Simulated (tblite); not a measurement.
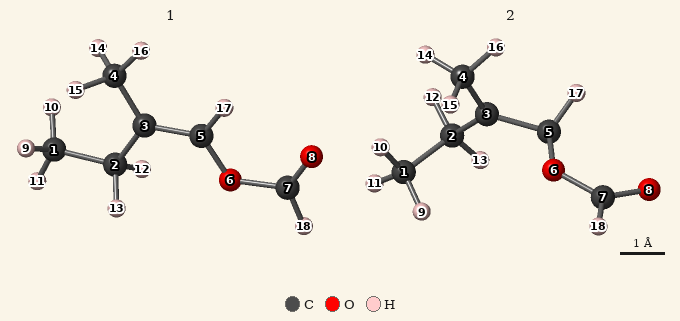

Two geometries of C$_{6}$H$_{10}$O$_{2}$ (charge +1, multiplicity 2), drawn at one scale. One is the start of a relaxation, the other its converged end. Style: ball-and-stick. Shown at a tilt.

These are results of GFN2-xTB geometry optimisation, gas phase in tblite 0.8.0, not measurements. 

### Which of the two is the end point?

Structure 1 is the relaxed one. Over 219 geometry steps the energy falls by 246.1 kJ/mol. H18 moves most after the best rigid fit: 2.42 Å. Largest moves by element: H 2.42 Å, C 1.01 Å, O 0.92 Å. Some distances before and after: C3–C5 1.497 → 1.388 Å, C5–O6 1.401 → 1.320 Å, C7–O8 1.233 → 1.178 Å, C2–C3 1.506 → 1.473 Å. Bond angles that change, for instance: C3–C5–O6 105.2° → 121.7°, C3–C5–H17 109.7° → 121.5°, H12–C2–H13 113.5° → 102.2°. Groups turn about C2–C3 by about 65°, C3–C4 by about 35°.
